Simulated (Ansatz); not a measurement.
Consider Be2VP3.

Input file:

```
crystal:
  lattice:
    - [3.1914692767, 0.0, 0.0]
    - [-1.5957346384, 2.763893469, 0.0]
    - [0.0, 0.0, 8.7580908606]
  atoms:
    - { symbol: Be, position: [0.3333333333, 0.6666666667, 0.6500654781] }
    - { symbol: Be, position: [0.6666666667, 0.3333333333, 0.3499345219] }
    - { symbol: V, position: [0.0, 0.0, 0.0] }
    - { symbol: P, position: [0.0, 0.0, 0.5] }
    - { symbol: P, position: [0.3333333333, 0.6666666667, 0.1792002103] }
    - { symbol: P, position: [0.6666666667, 0.3333333333, 0.8207997897] }
basis:
  ecutwfc: 420
kpoints:
  mp_grid: { grid: [12, 12, 4] }
hamiltonian:
  xc: pbe
scf:
  occupations: { method: gaussian, width: 0.1 }
output:
  forces: true
  stress: true
  eigenvalues: true
  write_density: true
  write_potential: true
  elf: true
  volumetric_format: npy
relax:
  adjacent_minimum: "off"
  f_tol: 0.01
  max_steps: 80
  cell: { stress_tol: 0.05 }
```

Command:

```sh
ansatz run input.yaml --threads 1 --pin off --max-ram 2560MiB --backend cpu --events-out ev --progress --plain --runs-dir out
```

Below, planes, directions and counts refer to the conventional cell (a = 3.14 Å, b = 3.14 Å, c = 9.01 Å, α = 90.00°, β = 90.00°, γ = 120.00°).

The fields are those of the relaxed geometry.

Space group P-3m1; a structure generated by program, which may or may not match a known phase; computed without spin polarisation.

Computed with Ansatz 0.2.0, DFT PBE, scalar-relativistic, plane waves, PAW.

**What will maps of the valence pseudo-density and electron localisation function show?**

Be–P (2.27 Å): ρ at the midpoint is about 0.44 e/Å³; the ELF peaks at about 0.85 in the valence shell of P, 0.9 Å from its nucleus, and is about 0.85 at the midpoint.
V–P (2.42 Å): ρ at the midpoint is about 0.45 e/Å³; the ELF peaks at about 0.80 in the valence shell of P, 0.8 Å from its nucleus, and is about 0.50 at the midpoint.
Be–P (2.37 Å): ρ is about 0.36 e/Å³ halfway; the ELF peaks at about 0.85 in the valence shell of P, 0.9 Å from its nucleus, and is about 0.80 at the midpoint.

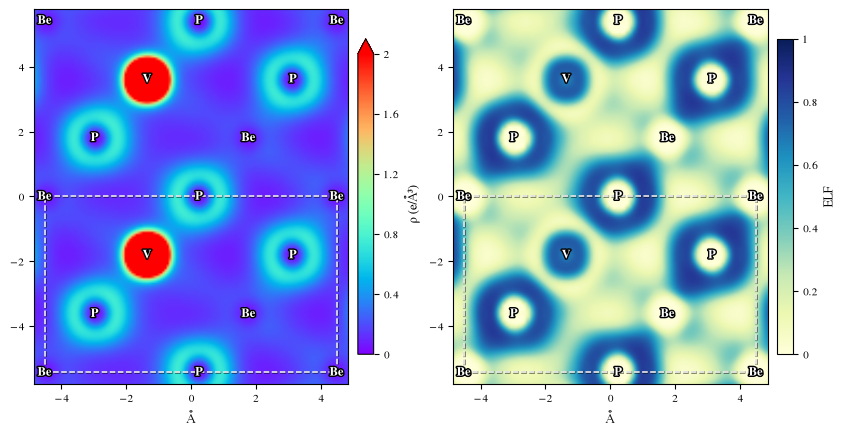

Computed valence pseudo-density and electron localisation function on the (110) plane of the conventional cell, in this order. 

The density is the valence pseudo-density of a PAW calculation; it isn't the true density close to the nuclei.
